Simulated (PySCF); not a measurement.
## Electronic structure of C₁₀H₇ (SMILES [c]1cccc2ccccc12) (charge +1) in real space

The calculation's input:

```
{"job": {"kind": "nmr", "xc": "PBE0", "basis": "pcSseg-1"}, "charge": 1, "multiplicity": 1}
C      2.372599    -0.644494     0.168120
C      2.473301     0.760481     0.056705
C      1.350624     1.544256    -0.043958
C      0.082025     0.925346    -0.035742
C     -0.068161    -0.544153     0.078857
C      1.146120    -1.264344     0.178256
C     -1.352779    -1.148067     0.085936
C     -2.507198    -0.413360    -0.011417
C     -2.473876     1.032820    -0.129322
C     -1.196767     1.332760    -0.109960
H      3.280977    -1.244660     0.247402
H      3.457435     1.233486     0.050555
H      1.407865     2.629321    -0.130810
H      1.072033    -2.351692     0.265340
H     -1.413699    -2.234382     0.172160
H     -3.503360    -0.866095    -0.007087
H     -3.361518     1.662456    -0.212590
```

Launched as:

```sh
OMP_NUM_THREADS=1 python cluster_run.py task.json out
```

Geometry: PBE0-D3(BJ)/def2-SVP.

All numbers below come from PBE0/pcSseg-1, SCF density, gas phase, non-relativistic in PySCF.

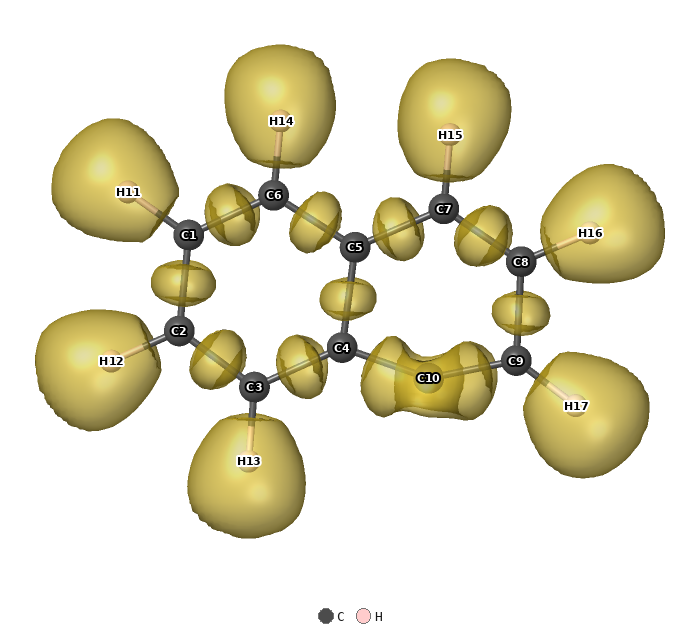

Figure 1. Isosurface of the ELF at 0.75 (yellow), seen across its widest extent. Only the valence region is drawn (cores and ρ < 0.01 e/Å³ removed).

Q: What do the ELF domains correspond to?

A: At this value the surface marks out nine regions between bonded C–C atoms (shared pairs), seven regions around hydrogen nuclei and one region on C in which the atom's valence shell and bonds are merged. Along the contacts the grid gives the following. C–C (1.31 Å): the ELF peaks at about 0.90 between the atoms: a short, multiple covalent bond. C–H (1.09 Å): the ELF climbs to about 1 towards the hydrogen, as it does in any bond to H; a covalent bond by its length.

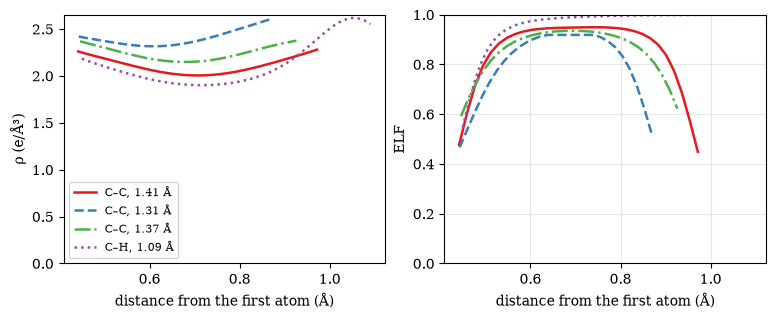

Figure 2. Total electron density and ELF along straight lines between neighbouring atoms. The curves leave out the atomic cores.

Q: What kind of bonding do the profiles show?

A: C–C (1.41 Å): the density is about 2 e/Å³ at the midpoint; the ELF peaks at about 0.95 between the atoms (localised, covalent bonding).
C–C (1.31 Å): the density is about 2.3 e/Å³ at the midpoint; the ELF peaks at about 0.90 between the atoms (a short, multiple covalent bond).
C–C (1.37 Å): the density is about 2.1 e/Å³ at the midpoint; the ELF peaks at about 0.95 between the atoms; a covalent bond.
C–H (1.09 Å): ρ at the midpoint is about 2 e/Å³; the ELF climbs to about 1 towards the hydrogen: a covalent bond by its length.
